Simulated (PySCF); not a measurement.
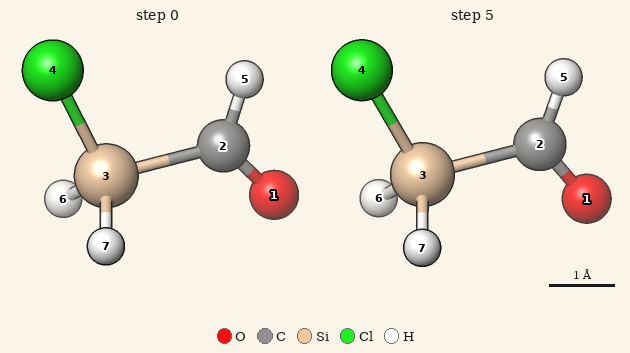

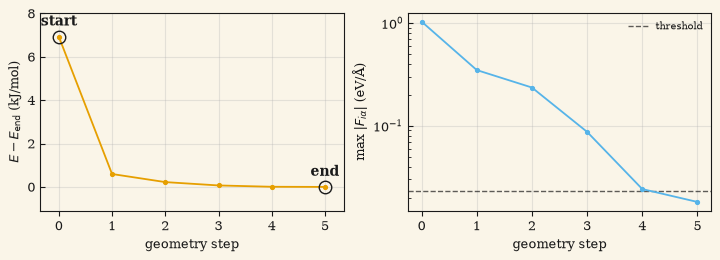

First and last geometry of a relaxation of CH3ClOSi, with the history of the run. Style: ball-and-stick. Shown at a tilt.

The start comes from GFN2-xTB.

All numbers below come from PySCF, PBE0-D3(BJ)/def2-SVP geometry optimisation, gas phase. 

### What do the curves and the structures tell?

It converged. The energy falls by 6.93 kJ/mol in 5 geometry steps. The largest force component goes from 1 to 0.018 eV/Å. The largest move after the best rigid fit is that of Cl4, 0.11 Å. By element the largest moves are Cl 0.11 Å, H 0.09 Å, O 0.08 Å, C 0.03 Å, Si 0.03 Å. Some distances before and after: Si3–Cl4 2.009 → 2.067 Å, Si3–H6 1.457 → 1.488 Å, C2–H5 1.114 → 1.126 Å. Among the angles between lasting bonds that change: O1–C2–Si3 123.5° → 118.6°, C2–Si3–Cl4 106.1° → 109.1°, Si3–C2–H5 117.4° → 120.2°. The run took about 16 core-seconds on a shared host.

| step | E − E(0), kJ/mol | largest force component, eV/Å |
| --- | --- | --- |
| 0 | 0.00 | 1.0344 |
| 1 | -6.34 | 0.3487 |
| 2 | -6.71 | 0.2357 |
| 3 | -6.86 | 0.0872 |
| 4 | -6.93 | 0.0242 |
| 5 | -6.93 | 0.0181 |
